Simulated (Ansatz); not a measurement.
The relaxed structure here is a generated cell of CuI: the first start was made by placing the elements on the sites of a structure type, and the end was not matched to a known phase here, so it may be hypothetical. Known forms of CuI include space group No. 216.

The end point of a relaxation of CuI. Computed with PBEsol (plane waves to 420 eV, PAW, scalar-relativistic; Ansatz, an electronic-structure program).

P6₂22 (No. 180), hP6; a = b = 4.162 Å, c = 9.511 Å, α = β = 90.00°, γ = 120.00°.

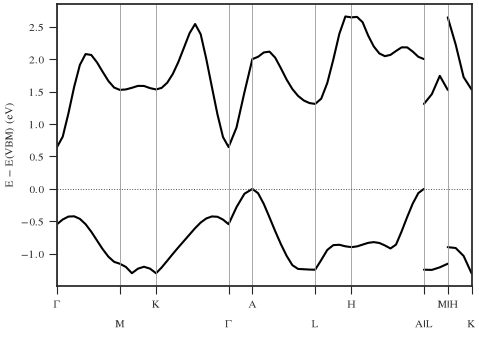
Highest filled and lowest empty band along the path of this cell's Brillouin zone

Task: Read off the gap and say whether it is direct.

Result: 0.65 eV, indirect (valence top at A, conduction bottom at Γ) (no spin-orbit coupling).

Task: How far does the top valence band disperse along this path?

Result: About 1.3 eV.

No spin polarisation in the result. Spin-orbit coupling is missing; with elements this heavy it can move band edges by tenths of an eV or more.

The run could not lose the symmetry of its start; a randomly shaken copy of 12 atoms returns to this structure.
